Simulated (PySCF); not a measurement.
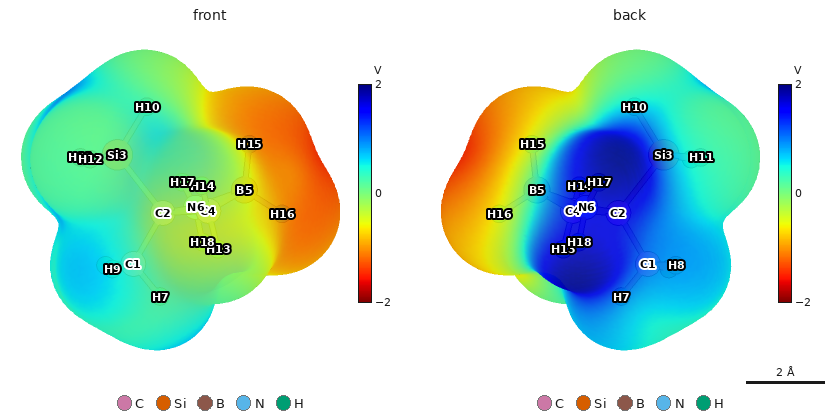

*C₃H₁₂BNSi. The electrostatic potential painted on the density surface at 0.001 e/bohr³, seen from the front and from behind; the colour scale runs from red (negative) to blue (positive).*

Geometry: GFN2-xTB.

Method: PBE0/pcSseg-1, SCF density, gas phase, non-relativistic in PySCF.

```yaml
atoms:
  - { symbol: C, position_ang: [-0.6345, -1.6763, 0.0598] }
  - { symbol: C, position_ang: [-0.1953, -0.2202, 0.1165] }
  - { symbol: Si, position_ang: [-1.6805, 0.9793, -0.0023] }
  - { symbol: C, position_ang: [0.7484, 0.1281, 1.2712] }
  - { symbol: B, position_ang: [1.7385, 0.8288, 0.1778] }
  - { symbol: N, position_ang: [0.7973, 0.0743, -0.9583] }
  - { symbol: H, position_ang: [0.2283, -2.3413, 0.1286] }
  - { symbol: H, position_ang: [-1.1719, -1.8989, -0.8632] }
  - { symbol: H, position_ang: [-1.2921, -1.8980, 0.8973] }
  - { symbol: H, position_ang: [-1.2099, 2.3584, -0.0541] }
  - { symbol: H, position_ang: [-2.3835, 0.6625, -1.2570] }
  - { symbol: H, position_ang: [-2.5580, 0.7511, 1.1435] }
  - { symbol: H, position_ang: [1.1338, -0.7672, 1.7600] }
  - { symbol: H, position_ang: [0.2950, 0.7501, 2.0415] }
  - { symbol: H, position_ang: [1.6158, 2.0040, 0.0518] }
  - { symbol: H, position_ang: [2.8586, 0.4393, 0.1010] }
  - { symbol: H, position_ang: [0.4574, 0.6048, -1.7550] }
  - { symbol: H, position_ang: [1.2438, -0.7726, -1.2976] }
```

**Which sites attract a positive test charge, and which a negative one?**

A positive charge is drawn to the negative regions and a negative charge to the positive ones. The most negative region (about −1.4 V) lies over H15, the most positive (about +1.9 V) over H17 and H18.
